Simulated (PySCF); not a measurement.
Input file:

```
{"job": {"kind": "nmr", "xc": "PBE0", "basis": "pcSseg-1", "pop": false}, "charge": 0, "multiplicity": 1}
F      3.308300    -0.571200    -0.449200
C      2.294500    -0.044700     0.328800
C      0.809000    -0.246400    -0.075700
C      0.546700    -1.754000    -0.244800
Si    -1.282400    -1.831100    -0.724500
C     -2.181100    -0.479900     0.281000
C     -1.210800     0.627300     0.463500
O      0.064100     0.352600     0.888600
H      2.566900     0.978000     0.535200
H      2.419700    -0.402000     1.369500
H      0.679600     0.293900    -1.057500
H      1.261900    -2.174400    -0.969300
H      0.741900    -2.322700     0.604200
H     -1.868400    -3.188500    -0.474700
H     -1.478900    -1.437300    -2.103500
H     -3.239600    -0.172100     0.036400
H     -2.210200    -0.823000     1.316200
H     -1.693000     1.241900     1.181200
H     -1.015600     1.168900    -0.431000
```

Command:

```sh
OMP_NUM_THREADS=1 python probes_run.py task.json out
```

Geometry: GFN2-xTB, MD frame at 250 fs, 400 K.

Level of theory: PBE0/pcSseg-1, SCF density, gas phase, non-relativistic in PySCF 2.14.0.

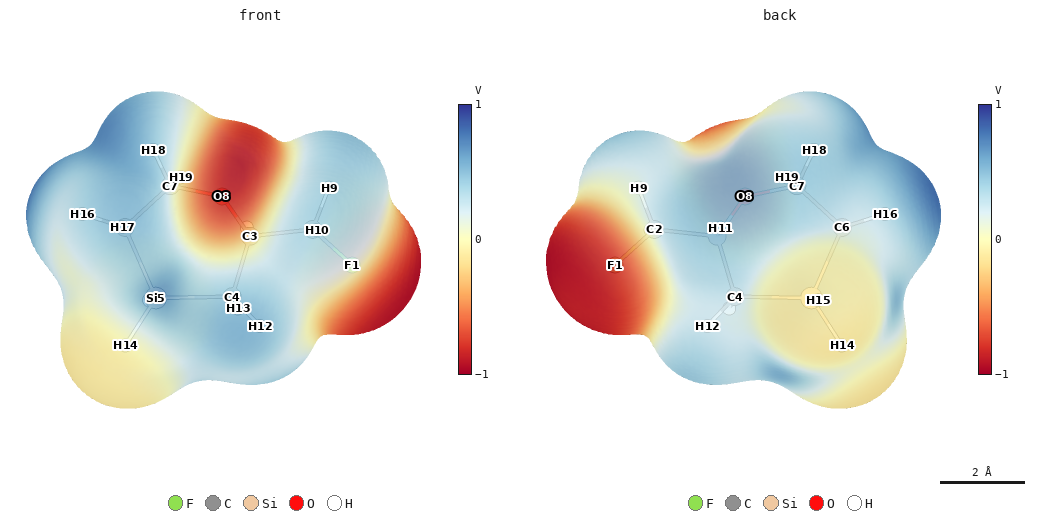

C5H11FOSi (SMILES FC[C@H]1C[SiH2]CCO1). The electrostatic potential painted on the density surface at 0.001 e/bohr³, seen from the front and from behind; red is negative and blue positive.

**Describe the electrostatic potential map.**

The most negative region (about −0.9 V, or −21 kcal/mol for a unit charge) lies over F1, the most positive (about +0.8 V, or +18 kcal/mol for a unit charge) over H16.

**How polar is the molecule by this calculation?**

Its dipole moment is 1.84 D.
